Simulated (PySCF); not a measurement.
**[SiH5]− (SMILES [H][Si-]([H])([H])([H])[H]): B2PLYP/STO-3G**

What is the energy change on altering one bond length of [SiH5]− at B2PLYP/STO-3G? 

The calculation is run with PySCF 2.14.0.

9 further runs of the same task are left out: 9 set aside as unsound or not needed.

### Step 1. The system as given

The species is [SiH5]− (6 atoms), meant as a singlet with charge -1. SMILES: `[H][Si-]([H])([H])([H])[H]`. Geometry: relaxed at GFN2-xTB.

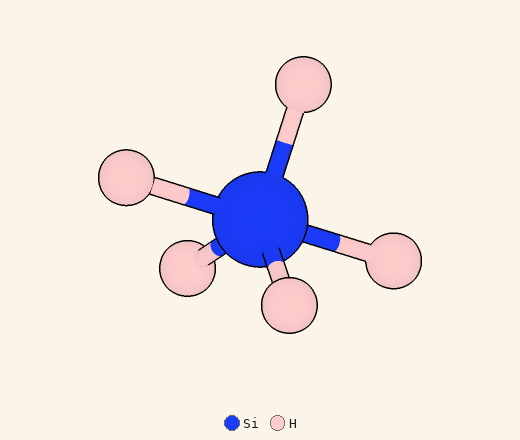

The structure, seen from a chosen angle (silicon blue, hydrogen pink).

### Step 2. A single-point energy at B2PLYP/STO-3G

File calc.py:

```python
from pyscf import gto, dft, mp

molecule = gto.M(
    atom='''
Si  -0.000240   0.000230   0.001470
H   -0.019890  -0.007790   1.639910
H    0.021790   0.007860  -1.642440
H    1.490630   0.011850   0.019200
H   -0.757550   1.285100  -0.002620
H   -0.734730  -1.297250  -0.015520
''',
    basis='sto-3g',
    max_memory=1860,
    charge=-1,
    verbose=3,
)

mf = dft.RKS(molecule)
mf.xc = '0.53*HF + 0.47*B88, 0.73*LYP'
mf.conv_tol = 1e-10
mf.grids.level = 5
mf.kernel()
if not mf.converged:
    mf = mf.newton().run(mf.mo_coeff, mf.mo_occ)

pt = mp.MP2(mf, frozen=5).run()
energy = mf.e_tot + 0.27 * pt.e_corr
print('PT2 part  %.8f' % (0.27 * pt.e_corr))
print('Final energy', energy)
```

Run with:

```bash
$ OMP_NUM_THREADS=1 python calc.py
```

Output:

```text
converged SCF energy = -288.679919638077
E(RMP2) = -288.747555692815  E_corr = -0.0676360547379583
E(SCS-RMP2) = -288.759791402006  E_corr = -0.0798717639298562
PT2 part  -0.01826173
Final energy -288.6981813728558
```

Wall time 1.4 s (1 thread of Arm Neoverse V2, shared host); peak memory 0.18 GiB.

### Step 3. The distorted shape, same level

File calc.py:

```python
from pyscf import gto, dft, mp

mol = gto.M(
    atom='''
Si    -0.563873    -0.003957    -0.003923
H     -0.601007    -0.019113     3.092280
H     -0.522243     0.010462    -3.110463
H      2.816882     0.022393     0.036283
H     -1.994982     2.424095    -0.011652
H     -1.951858    -2.455839    -0.036030
''',
    unit='bohr',
    verbose=4,
    charge=-1,
    max_memory=1860,
    spin=0,
    basis='sto-3g',
)

calc0 = dft.RKS(mol)
calc0.xc = '0.53*HF + 0.47*B88, 0.73*LYP'
calc0.grids.level = 5
calc0.conv_tol = 1e-10
calc0.kernel()
if not calc0.converged:
    calc0 = calc0.newton().run(calc0.mo_coeff, calc0.mo_occ)

pt = mp.MP2(calc0, frozen=5).run()
e_tot = calc0.e_tot + 0.27 * pt.e_corr
print('PT2 part  %.8f' % (0.27 * pt.e_corr))
print('Final energy', e_tot)
```

Run with:

```bash
$ OMP_NUM_THREADS=1 python calc.py
```

Output:

```text
PySCF version 2.14.0

[INPUT] num. atoms = 6
[INPUT] num. electrons = 20
[INPUT] charge = -1
[INPUT] spin (= nelec alpha-beta = 2S) = 0
[INPUT] symmetry False subgroup None
[INPUT] Mole.unit = bohr
[INPUT] Symbol           X                Y                Z      unit          X                Y                Z       unit  Magmom
[INPUT]  1 Si    -0.298388741453  -0.002093954224  -0.002075962198 AA   -0.563873000000  -0.003957000000  -0.003923000000 Bohr   0.0
[INPUT]  2 H     -0.318039208003  -0.010114164032   1.636364105784 AA   -0.601007000000  -0.019113000000   3.092280000000 Bohr   0.0
[INPUT]  3 H     -0.276359094162   0.005536251981  -1.645986135010 AA   -0.522243000000   0.010462000000  -3.110463000000 Bohr   0.0
[INPUT]  4 H      1.490629760251   0.011849865284   0.019200136744 AA    2.816882000000   0.022393000000   0.036283000000 Bohr   0.0
[INPUT]  5 H     -1.055699010596   1.282775831105  -0.006165972862 AA   -1.994982000000   2.424095000000  -0.011652000000 Bohr   0.0
[INPUT]  6 H     -1.032878772552  -1.299574032489  -0.019066254909 AA   -1.951858000000  -2.455839000000  -0.036030000000 Bohr   0.0

nuclear repulsion = 25.2325597408276
number of shells = 10
number of NR pGTOs = 42
number of NR cGTOs = 14
basis = sto-3g
ecp = {}

******** <class 'pyscf.dft.rks.RKS'> ********
method = RKS
initial guess = minao
damping factor = 0
level_shift factor = 0
DIIS = <class 'pyscf.scf.diis.CDIIS'>
diis_start_cycle = 1
diis_space = 8
diis_damp = 0
SCF conv_tol = 1e-10
SCF conv_tol_grad = None
SCF max_cycles = 50
direct_scf = True
direct_scf_tol = 1e-13
XC library pyscf.dft.libxc version 7.0.0
    S. Lehtola, C. Steigemann, M. J.T. Oliveira, and M. A.L. Marques.,  SoftwareX 7, 1–5 (2018)
XC functionals = 0.53*HF + 0.47*B88, 0.73*LYP
    A. D. Becke.,  Phys. Rev. A 38, 3098 (1988)
    C. Lee, W. Yang, and R. G. Parr.,  Phys. Rev. B 37, 785 (1988)
    B. Miehlich, A. Savin, H. Stoll, and H. Preuss.,  Chem. Phys. Lett. 157, 200 (1989)
radial grids:
    Treutler-Ahlrichs [JCP 102, 346 (1995); DOI:10.1063/1.469408] (M4) radial grids

becke partition: Becke, JCP 88, 2547 (1988); DOI:10.1063/1.454033
pruning grids: <function nwchem_prune>
grids dens level: 5
symmetrized grids: False
atomic radii adjust function: <function treutler_atomic_radii_adjust>
small_rho_cutoff = 0
Set gradient conv threshold to 1e-05
Initial guess from minao.
tot grids = 161256
init E= -288.191874826356
  HOMO = -0.141429545587567  LUMO = 0.184610828624397  gap/eV = 8.87201
cycle= 1 E= -288.649334848999  delta_E= -0.457  |g|= 0.0779  |ddm|= 2.43
  HOMO = 0.147088223889912  LUMO = 0.565430522389873  gap/eV = 11.38367
cycle= 2 E= -288.652863313693  delta_E= -0.00353  |g|= 0.018  |ddm|= 0.27
  HOMO = 0.143045761292154  LUMO = 0.570464308435407  gap/eV = 11.63065
cycle= 3 E= -288.653023299918  delta_E= -0.00016  |g|= 0.00297  |ddm|= 0.046
  HOMO = 0.142841865493427  LUMO = 0.569504575458373  gap/eV = 11.61008
cycle= 4 E= -288.653027991634  delta_E= -4.69e-06  |g|= 0.000611  |ddm|= 0.00713
  HOMO = 0.142987331903807  LUMO = 0.569665548871821  gap/eV = 11.61051
cycle= 5 E= -288.653028156306  delta_E= -1.65e-07  |g|= 5.15e-05  |ddm|= 0.00141
  HOMO = 0.142985075417964  LUMO = 0.569689790590098  gap/eV = 11.61123
cycle= 6 E= -288.653028158161  delta_E= -1.86e-09  |g|= 9.02e-06  |ddm|= 0.000135
  HOMO = 0.142984801290443  LUMO = 0.569688048208137  gap/eV = 11.61119
cycle= 7 E= -288.653028158244  delta_E= -8.28e-11  |g|= 1.03e-06  |ddm|= 3.94e-05
  HOMO = 0.142984651376548  LUMO = 0.56968814233058  gap/eV = 11.61119
Extra cycle  E= -288.653028158245  delta_E= -7.39e-13  |g|= 3.4e-07  |ddm|= 3.21e-06
converged SCF energy = -288.653028158245

******** <class 'pyscf.mp.mp2.RMP2'> ********
nocc = 5, nmo = 9
frozen orbitals 5
E(RMP2) = -288.729666093137  E_corr = -0.0766379348926755
E(SCS-RMP2) = -288.743356845213  E_corr = -0.0903286869680349
E_corr(same-spin) = -0.0018886556575104
E_corr(oppo-spin) = -0.0747492792351651
PT2 part  -0.02069224
Final energy -288.67372040066584
```

Run time: 1.5 s. Hardware: 1 thread of Arm Neoverse V2, shared host; peak memory 0.18 GiB.

### Step 4. Outcome

Level: B2PLYP/STO-3G, 5 core orbitals frozen.

```
                                                              quantity          value
                                             first shape: total energy  -288.69818 Eh
                        first shape: HOMO energy (SCF part's orbitals)        4.18 eV
                        first shape: LUMO energy (SCF part's orbitals)       18.38 eV
    first shape: HOMO–LUMO gap (to an unbound level, set by the basis)       14.20 eV
                                         distorted shape: total energy  -288.67372 Eh
                    distorted shape: HOMO energy (SCF part's orbitals)        3.89 eV
                    distorted shape: LUMO energy (SCF part's orbitals)       15.50 eV
distorted shape: HOMO–LUMO gap (to an unbound level, set by the basis)       11.61 eV
    energy change with the Si1–H4 bond stretched from 1.491 to 1.789 Å       0.666 eV
```

In words: With the Si1–H4 bond stretched from 1.491 to 1.789 Å the energy rises by 0.67 eV (64.2 kJ/mol). The first shape isn't relaxed at this level, so the change isn't measured from a minimum. The minimal basis adds a large error of its own. Mulliken charges (first shape) run from -0.40 on H3 to +0.61 on Si1; they depend strongly on the basis. The HOMO (first shape) lies at positive energy, 4.18 eV; only total energies tell whether the electron is bound. Mulliken charges (distorted shape) run from -0.37 on H3 to +0.59 on Si1; they depend strongly on the basis. The HOMO (distorted shape) lies at positive energy, 3.89 eV; only total energies tell whether the electron is bound.
